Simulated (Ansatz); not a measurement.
C2H10BNSi2: geometry relaxation (part 2 of 3)

The same run, continued: C2H10BNSi2; UKS PBE0-D4/STO-3G (Ansatz 0.2.0). It belongs to a series of runs on one base structure; here: start relaxed.

Geometry of the input (Å):
```
B  -1.5132  -0.7022  -1.2272
C  -0.2184  0.1536  -1.4530
Si 0.7145  0.2632  0.1366
Si 1.4614  -1.7680  0.7953
N  -0.2543  0.9923  1.4047
C  -0.7202  2.2071  1.3098
H  -2.3505  -0.2650  -0.4744
H  -1.7146  -1.6371  -1.8495
H  0.4124  -0.3338  -2.1751
H  -0.4557  1.1821  -1.7780
H  1.9348  1.0876  -0.0423
H  0.2159  -2.6049  1.0360
H  2.1078  -1.6497  2.0319
H  2.1967  -2.3704  -0.2324
H  -1.3296  2.5906  2.1109
H  -0.5099  2.8320  0.4510
```

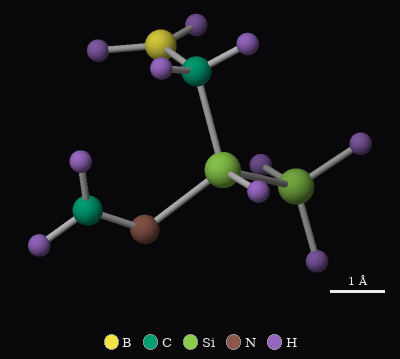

Fig. 1: The geometry at step 10 of the log (ball-and-stick view, seen at a tilt).

### Trajectory as extended XYZ, continued
```
16
Properties=species:S:1:pos:R:3:forces:R:3 step=3 energy=-19910.60210
B    -1.5272   -0.6408   -1.2455   -0.0758  -0.4718  -0.1100
C    -0.2304    0.1948   -1.4687   -0.7008  -0.1877  -0.2433
Si    0.7531    0.2450    0.1398    0.4677   0.0038  -0.1683
Si    1.3902   -1.8017    0.8287    0.1526  -0.0330  -0.0159
N    -0.2519    0.9766    1.4441   -0.3079   0.1258   0.6593
C    -0.6749    2.1895    1.2975   -0.3544  -0.4056  -0.3800
H    -2.3979   -0.2347   -0.5419    0.3689  -0.0773  -0.3657
H    -1.6592   -1.7351   -1.7254    0.1443   0.7348   0.3793
H     0.4093   -0.1959   -2.2701   -0.0180   0.0337   0.1009
H    -0.4883    1.2367   -1.7090    0.0814  -0.0094   0.1095
H     1.8925    1.1197   -0.0909   -0.0101  -0.1064   0.0089
H     0.2593   -2.6676    1.0492   -0.0723   0.0327   0.0073
H     2.1591   -1.7308    2.0490   -0.0365   0.0349  -0.0222
H     2.2208   -2.4198   -0.1769    0.0050   0.0139  -0.0163
H    -1.3592    2.6147    2.0637    0.3176   0.1021  -0.0927
H    -0.5181    2.8270    0.4005    0.0381   0.2094   0.1491
16
Properties=species:S:1:pos:R:3:forces:R:3 step=4 energy=-19910.62375
B    -1.5243   -0.6830   -1.3027   -0.0830   0.4743   0.5093
C    -0.3031    0.2095   -1.4471    0.5582   0.5867   0.1946
Si    0.7486    0.2293    0.1558   -0.2531  -0.2332   0.2207
Si    1.3991   -1.8175    0.8321    0.0221  -0.0080  -0.0684
N    -0.2002    0.9915    1.5473   -0.2143   0.4448  -0.6152
C    -0.6733    2.1751    1.2702    0.1865  -0.1761   0.3634
H    -2.4419   -0.2637   -0.7245   -0.3844  -0.0030   0.1111
H    -1.5440   -1.7622   -1.6901   -0.0110  -0.8322  -0.2957
H     0.3742   -0.0977   -2.2566   -0.0507   0.2721   0.0671
H    -0.6038    1.2672   -1.5486    0.2220  -0.2378  -0.2833
H     1.9048    1.0637   -0.1025   -0.0184   0.0838  -0.0796
H     0.2499   -2.6603    1.0542    0.0109  -0.0290   0.0139
H     2.1678   -1.7433    2.0525   -0.0399   0.0272  -0.0268
H     2.2287   -2.4362   -0.1767   -0.0435   0.0155   0.0207
H    -1.2743    2.7196    2.0248    0.0568  -0.1915   0.1110
H    -0.5309    2.7856    0.3562    0.0417  -0.1934  -0.2427
16
Properties=species:S:1:pos:R:3:forces:R:3 step=5 energy=-19910.66673
B    -1.5148   -0.6585   -1.2463   -0.1419   0.1835  -0.1396
C    -0.2627    0.2178   -1.4520   -0.0973   0.0303  -0.0772
Si    0.7512    0.2273    0.1539   -0.0654  -0.0093  -0.0639
Si    1.4010   -1.8189    0.8266    0.0476  -0.0196  -0.0139
N    -0.2504    0.9733    1.4870   -0.0546  -0.0176   0.0996
C    -0.7168    2.1579    1.2539    0.3722   0.2494   0.1584
H    -2.4241   -0.2353   -0.6285    0.1007  -0.0825  -0.0400
H    -1.5949   -1.7433   -1.6896    0.0960  -0.0246   0.1331
H     0.3968   -0.1246   -2.2604   -0.0628   0.0630   0.0750
H    -0.5351    1.2710   -1.6288    0.0952  -0.1620   0.0374
H     1.8962    1.0848   -0.0905   -0.0043   0.0131   0.0353
H     0.2570   -2.6679    1.0478   -0.0190  -0.0185   0.0118
H     2.1649   -1.7395    2.0493   -0.0272   0.0139  -0.0245
H     2.2324   -2.4381   -0.1795   -0.0255   0.0281   0.0071
H    -1.2689    2.6920    2.0549   -0.1087  -0.1733  -0.1411
H    -0.5545    2.7794    0.3466   -0.1048  -0.0739  -0.0576
16
Properties=species:S:1:pos:R:3:forces:R:3 step=6 energy=-19910.68395
B    -1.5150   -0.6462   -1.2456   -0.0463   0.1306  -0.0507
C    -0.2711    0.2378   -1.4403   -0.0189   0.0840  -0.0545
Si    0.7550    0.2198    0.1605   -0.0969  -0.0446  -0.0355
Si    1.3996   -1.8300    0.8248    0.0138  -0.0125  -0.0194
N    -0.2254    0.9782    1.5064    0.0479   0.0799   0.0097
C    -0.7063    2.1511    1.2396    0.1190   0.1734   0.0738
H    -2.4356   -0.2294   -0.6476    0.0021  -0.0353  -0.0036
H    -1.5633   -1.7438   -1.6547    0.0683  -0.0670   0.0625
H     0.3884   -0.0858   -2.2556   -0.0405   0.0452   0.0602
H    -0.5365    1.2959   -1.5867    0.0587  -0.1358  -0.0242
H     1.9036    1.0714   -0.0869   -0.0008   0.0035   0.0272
H     0.2551   -2.6783    1.0483   -0.0070  -0.0138   0.0076
H     2.1639   -1.7477    2.0465   -0.0128   0.0031  -0.0146
H     2.2291   -2.4453   -0.1844   -0.0164   0.0141   0.0049
H    -1.2635    2.7001    2.0259   -0.0472  -0.1305  -0.0928
H    -0.6009    2.7298    0.2942   -0.0231  -0.0944   0.0496
16
Properties=species:S:1:pos:R:3:forces:R:3 step=7 energy=-19910.69310
B    -1.5129   -0.6337   -1.2393    0.0581  -0.0994   0.0059
C    -0.2738    0.2542   -1.4354   -0.0444   0.1014  -0.0557
Si    0.7564    0.2179    0.1629    0.0142   0.0144   0.0227
Si    1.3904   -1.8379    0.8172   -0.0038  -0.0022  -0.0053
N    -0.1896    0.9943    1.5241    0.0011   0.0579  -0.0664
C    -0.6939    2.1524    1.2356   -0.1503   0.0910  -0.0748
H    -2.4423   -0.2256   -0.6525   -0.0502   0.0174  -0.0170
H    -1.5286   -1.7510   -1.6070    0.0324   0.0735   0.0516
H     0.3860   -0.0665   -2.2499   -0.0020  -0.0012   0.0330
H    -0.5297    1.3127   -1.5795    0.0160  -0.0634  -0.0183
H     1.9103    1.0620   -0.0861    0.0172  -0.0308  -0.0021
H     0.2479   -2.6885    1.0441   -0.0065   0.0004  -0.0001
H     2.1562   -1.7537    2.0370    0.0035  -0.0099  -0.0038
H     2.2174   -2.4492   -0.1955   -0.0037   0.0007  -0.0043
H    -1.2929    2.6862    2.0012    0.1100  -0.0332  -0.0439
H    -0.6240    2.7037    0.2673    0.0083  -0.1166   0.1786
16
Properties=species:S:1:pos:R:3:forces:R:3 step=8 energy=-19910.70452
B    -1.4764   -0.6261   -1.2075   -0.0313  -0.1246  -0.0285
C    -0.2634    0.2794   -1.4534   -0.0005   0.0167  -0.0187
Si    0.7648    0.2257    0.1458   -0.0310   0.0139   0.0663
Si    1.3612   -1.8440    0.7970   -0.0151   0.0062  -0.0157
N    -0.1607    1.0145    1.5078   -0.0114   0.0757   0.0491
C    -0.7225    2.1495    1.2374    0.0297  -0.1078   0.0486
H    -2.4516   -0.2099   -0.7015    0.0449  -0.0024  -0.0342
H    -1.4141   -1.7770   -1.4451   -0.0199   0.0986   0.0221
H     0.3991   -0.0628   -2.2556    0.0205  -0.0363  -0.0043
H    -0.5083    1.3335   -1.6161   -0.0450   0.0422  -0.0244
H     1.9392    1.0396   -0.0908    0.0562   0.0313  -0.0297
H     0.2059   -2.6740    1.0386    0.0125   0.0084   0.0005
H     2.1454   -1.7735    2.0055    0.0009  -0.0054   0.0082
H     2.1672   -2.4677   -0.2252   -0.0150  -0.0045  -0.0058
H    -1.2840    2.6710    2.0329   -0.0313   0.0238   0.0783
H    -0.7246    2.6991    0.2744    0.0358  -0.0357  -0.1118
16
Properties=species:S:1:pos:R:3:forces:R:3 step=9 energy=-19910.71465
B    -1.4762   -0.5941   -1.2002   -0.0785  -0.0424  -0.1414
C    -0.2374    0.2799   -1.4443   -0.0161  -0.0395   0.0841
Si    0.7975    0.2501    0.1566   -0.0506  -0.0312  -0.0112
Si    1.3575   -1.8329    0.7946    0.0609  -0.0179  -0.0002
N    -0.0698    1.0521    1.5527   -0.0633   0.2587  -0.1648
C    -0.7502    2.1163    1.2518    0.0660  -0.1602  -0.1015
H    -2.4702   -0.1366   -0.7689    0.1060  -0.0198   0.0142
H    -1.4351   -1.7522   -1.3999    0.0100   0.0622   0.0600
H     0.4309   -0.1069   -2.2235   -0.0303   0.0043   0.0244
H    -0.4678    1.3284   -1.6548    0.0073   0.0677  -0.0187
H     1.9789    1.0463   -0.1216   -0.0077  -0.0200   0.0566
H     0.1911   -2.6406    1.0564   -0.0045   0.0258   0.0006
H     2.1667   -1.7872    1.9883   -0.0033  -0.0066  -0.0017
H     2.1276   -2.4739   -0.2450   -0.0148   0.0007   0.0018
H    -1.2858    2.6512    2.0581    0.0027   0.0305  -0.0034
H    -0.8806    2.5776    0.2439    0.0163  -0.1123   0.2011
16
Properties=species:S:1:pos:R:3:forces:R:3 step=10 energy=-19910.71551
B    -1.4775   -0.5659   -1.2081    0.0349  -0.0778   0.1850
C    -0.2216    0.2898   -1.4428   -0.1097   0.0353  -0.0419
Si    0.8102    0.2560    0.1612    0.0289  -0.0264  -0.0416
Si    1.3634   -1.8310    0.7918   -0.0302  -0.0509  -0.0010
N    -0.0265    1.0741    1.5654   -0.3106   0.6178  -0.3372
C    -0.7777    2.0924    1.2467    0.2350  -0.3830  -0.0404
H    -2.4655   -0.0924   -0.7763    0.1032  -0.0224  -0.1013
H    -1.4366   -1.7340   -1.3517   -0.0200   0.1302  -0.0446
H     0.4488   -0.1191   -2.2091   -0.0256   0.0190   0.0071
H    -0.4358    1.3406   -1.6766    0.0587  -0.0665   0.0344
H     2.0029    1.0364   -0.1216   -0.0583  -0.0184   0.0608
H     0.1799   -2.6086    1.0709    0.0278  -0.0032   0.0106
H     2.1900   -1.8058    1.9748   -0.0073   0.0113  -0.0225
H     2.0992   -2.4910   -0.2617   -0.0185   0.0245   0.0188
H    -1.2869    2.6447    2.0621    0.0158  -0.0119  -0.1311
H    -0.9894    2.4912    0.2192    0.0760  -0.1775   0.4449
16
Properties=species:S:1:pos:R:3:forces:R:3 step=11 energy=-19910.73894
B    -1.4597   -0.5328   -1.1979   -0.0356   0.0421  -0.0200
C    -0.2066    0.3135   -1.4510    0.0347  -0.0216   0.0289
Si    0.8315    0.2492    0.1489   -0.0751   0.1264   0.1363
Si    1.3523   -1.8417    0.8018   -0.0083   0.0253   0.0154
N     0.0420    1.1267    1.5496   -0.1384   0.1977  -0.2242
C    -0.8108    2.0560    1.2364    0.2537  -0.2934   0.1778
H    -2.4414   -0.0546   -0.7667    0.0285   0.0058  -0.0002
H    -1.4307   -1.6947   -1.3567    0.0069  -0.0122  -0.0082
H     0.4490   -0.0963   -2.2296   -0.0039   0.0250   0.0381
H    -0.3940    1.3732   -1.6571   -0.0375  -0.0307  -0.0369
H     2.0318    1.0132   -0.1301    0.0305  -0.0420   0.0052
H     0.1695   -2.5950    1.1422    0.0114   0.0060  -0.0061
H     2.2220   -1.7990    1.9524   -0.0056  -0.0033  -0.0035
H     2.0452   -2.5307   -0.2611   -0.0242   0.0071  -0.0006
H    -1.2918    2.6401    2.0455    0.0340  -0.0526  -0.0508
H    -1.1312    2.3504    0.2179   -0.0712   0.0205  -0.0514
16
Properties=species:S:1:pos:R:3:forces:R:3 step=12 energy=-19910.75726
B    -1.4447   -0.5355   -1.2372   -0.0412  -0.0714   0.0670
C    -0.2019    0.3312   -1.4507    0.1006   0.0274   0.0144
Si    0.8533    0.2620    0.1387   -0.0503   0.1002   0.1355
Si    1.3276   -1.8292    0.8275   -0.0420   0.0345  -0.0190
N     0.1448    1.2066    1.5318   -0.1064   0.0274  -0.2352
C    -0.8160    2.0316    1.2532    0.1550  -0.0592   0.1410
H    -2.4336   -0.0793   -0.8012   -0.0115   0.0088  -0.0062
H    -1.4012   -1.6925   -1.4286   -0.0052  -0.0015  -0.0081
H     0.4654   -0.0493   -2.2330   -0.0037   0.0152  -0.0111
H    -0.4170    1.3875   -1.6419    0.0223   0.0336  -0.0259
H     2.0845    0.9623   -0.1673    0.0092  -0.0083  -0.0306
H     0.1372   -2.5459    1.2167    0.0085   0.0089  -0.0045
H     2.2340   -1.7878    1.9489   -0.0027  -0.0023   0.0058
H     1.9681   -2.5515   -0.2458   -0.0166  -0.0107   0.0080
H    -1.2445    2.6438    2.0702   -0.0054  -0.0325  -0.0331
H    -1.2788    2.2235    0.2632   -0.0106  -0.0702   0.0022
16
Properties=species:S:1:pos:R:3:forces:R:3 step=13 energy=-19910.76635
B    -1.4274   -0.5098   -1.2123    0.1145   0.1427  -0.0904
C    -0.1758    0.3446   -1.4652   -0.0202  -0.0289  -0.0639
Si    0.8796    0.2835    0.1234   -0.0210  -0.0370  -0.0164
Si    1.3070   -1.8093    0.8278    0.0422  -0.0415   0.0227
N     0.1826    1.2313    1.5061    0.0101   0.1795  -0.0791
C    -0.8395    1.9863    1.2567    0.0325  -0.1440  -0.0483
H    -2.3925   -0.0329   -0.7466   -0.0363  -0.0435  -0.0023
H    -1.4035   -1.6654   -1.4156   -0.0207   0.0010   0.0472
H     0.4754   -0.0582   -2.2495    0.0244  -0.0524   0.0228
H    -0.3676    1.4008   -1.6873   -0.0674  -0.0167   0.0911
H     2.1233    0.9582   -0.1942   -0.0290  -0.0020   0.0176
H     0.1104   -2.5018    1.2367   -0.0451   0.0276  -0.0007
H     2.2209   -1.7775    1.9434    0.0079  -0.0045  -0.0028
H     1.9192   -2.5633   -0.2394    0.0058  -0.0032  -0.0073
H    -1.2527    2.6113    2.0697   -0.0528  -0.0119   0.0100
H    -1.3824    2.0795    0.2906    0.0550   0.0348   0.0999
16
Properties=species:S:1:pos:R:3:forces:R:3 step=14 energy=-19910.75940 accepted=F
B    -1.4092   -0.4953   -1.2162    0.1303   0.1040  -0.0417
C    -0.1585    0.3587   -1.4741   -0.1016  -0.0354  -0.0534
Si    0.9114    0.3002    0.1044    0.2105   0.1313  -0.1301
Si    1.2923   -1.7931    0.8388   -0.0866  -0.0556   0.0351
N     0.2739    1.3075    1.4712   -1.0149   0.4687  -0.1898
C    -0.8477    1.9485    1.2647    0.4132  -0.5503  -0.2501
H    -2.3740   -0.0219   -0.7459   -0.0335  -0.0319  -0.0281
H    -1.3842   -1.6526   -1.4092   -0.0151   0.0014   0.0249
H     0.4883   -0.0428   -2.2631    0.0113  -0.0297   0.0239
H    -0.3549    1.4160   -1.6876   -0.0397  -0.0247   0.0601
H     2.1620    0.9446   -0.2503   -0.0211  -0.0608   0.0060
H     0.0568   -2.4092    1.2662    0.0716   0.0047  -0.0050
H     2.2165   -1.7844    1.9473   -0.0127   0.0067  -0.0106
H     1.8592   -2.5958   -0.2211   -0.0294   0.0484   0.0285
H    -1.2797    2.5424    2.0922    0.0691   0.0738  -0.0486
H    -1.4751    1.9547    0.3270    0.4486  -0.0507   0.5790
16
Properties=species:S:1:pos:R:3:forces:R:3 step=15 energy=-19910.77541
B    -1.4152   -0.5030   -1.2164    0.0418   0.0666  -0.0377
C    -0.1693    0.3552   -1.4728   -0.0112  -0.0012  -0.0078
Si    0.8996    0.2972    0.1072   -0.0190  -0.1067   0.0652
Si    1.2941   -1.8001    0.8342    0.0170   0.0435  -0.0230
N     0.2255    1.2651    1.4888   -0.0518   0.0873  -0.0986
C    -0.8476    1.9553    1.2673    0.1363   0.0097  -0.0432
H    -2.3918   -0.0296   -0.7697   -0.0074  -0.0295  -0.0138
H    -1.3814   -1.6630   -1.3913   -0.0060   0.0037   0.0181
H     0.4814   -0.0451   -2.2587    0.0143  -0.0272   0.0026
H    -0.3725    1.4103   -1.6865   -0.0258   0.0024   0.0332
H     2.1518    0.9471   -0.2251   -0.0251   0.0116   0.0075
H     0.0814   -2.4591    1.2530   -0.0201   0.0219   0.0017
H     2.2138   -1.7760    1.9454    0.0008  -0.0045  -0.0012
H     1.8862   -2.5758   -0.2292   -0.0030  -0.0038   0.0039
H    -1.2575    2.5831    2.0802   -0.0461  -0.0438   0.0218
H    -1.4214    2.0155    0.3180    0.0054  -0.0302   0.0713
16
Properties=species:S:1:pos:R:3:forces:R:3 step=16 energy=-19910.77095 accepted=F
B    -1.4052   -0.4993   -1.2296   -0.0717  -0.0631   0.0281
C    -0.1657    0.3651   -1.4769   -0.0005   0.0310   0.0504
Si    0.9157    0.3066    0.0952    0.0734  -0.0047   0.0752
Si    1.2832   -1.7913    0.8429   -0.0648   0.0775  -0.0233
N     0.2784    1.3158    1.4670    0.0580  -0.0010  -0.1612
C    -0.8246    1.9611    1.2677   -0.4515  -0.2953   0.1272
H    -2.4006   -0.0345   -0.8133    0.0395  -0.0092  -0.0221
H    -1.3577   -1.6634   -1.3770    0.0100   0.0277  -0.0077
H     0.4891   -0.0292   -2.2627   -0.0050   0.0126  -0.0190
H    -0.3838    1.4193   -1.6780    0.0406   0.0146  -0.0316
H     2.1743    0.9315   -0.2588   -0.0125  -0.0047  -0.0141
H     0.0514   -2.4105    1.2724    0.0377   0.0090  -0.0011
H     2.2086   -1.7772    1.9496   -0.0056   0.0025   0.0003
H     1.8524   -2.5917   -0.2160   -0.0199   0.0163   0.0159
H    -1.2698    2.5370    2.1036    0.1621   0.1205  -0.1034
H    -1.4686    1.9381    0.3582    0.2103   0.0663   0.0862
```
